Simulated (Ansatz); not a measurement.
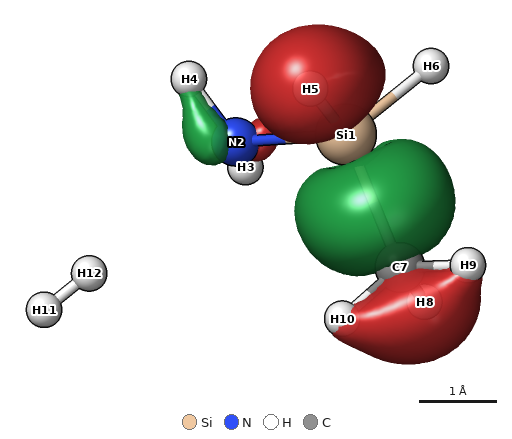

CH₇NSi···H₂. The HOMO−1 at ±0.15 Å⁻³ᐟ² (green and red are the two phases), seen at a tilt.

Level of theory: Ansatz, RKS PBE/6-31G*.

Input file:

```
crystal:
  periodic: [false, false, false]
  atoms:
    - { symbol: Si, position_ang: [-0.10682, 0.123003, 0.120266] }
    - { symbol: "N", position_ang: [-0.17871, 0.200354, 1.907221] }
    - { symbol: H, position_ang: [-0.749408, -0.470659, 2.421745] }
    - { symbol: H, position_ang: [0.66925, 0.433241, 2.424894] }
    - { symbol: H, position_ang: [1.330859, 0.2176, -0.302847] }
    - { symbol: H, position_ang: [-0.784993, 1.324029, -0.477204] }
    - { symbol: C, position_ang: [-0.981868, -1.419359, -0.56085] }
    - { symbol: H, position_ang: [-1.593362, -1.906801, 0.218466] }
    - { symbol: H, position_ang: [-1.651958, -1.152081, -1.395974] }
    - { symbol: H, position_ang: [-0.261619, -2.168807, -0.92887] }
    - { symbol: H, position_ang: [1.439445, -1.918016, 0.906772] }
    - { symbol: H, position_ang: [1.159083, -1.584703, 1.470783] }
basis:
  gaussian: { orbitals: "6-31G*" }
hamiltonian:
  xc: pbe
relax:
  f_tol: 0.03
  max_steps: 50
output:
  orbitals: {}
```

Run with:

```sh
ansatz run input.yaml --threads 1 --pin off --max-ram 2048MiB --backend cpu --events-out ev --progress --plain --runs-dir out
```

The fields are those of the run's last geometry, not of the input's.

What is the character of this orbital?

Its weight (Hirshfeld) is mainly on C7 (about 35 %), Si1 (about 30 %) and H5 (about 15 %). Its energy is −7.53 eV.
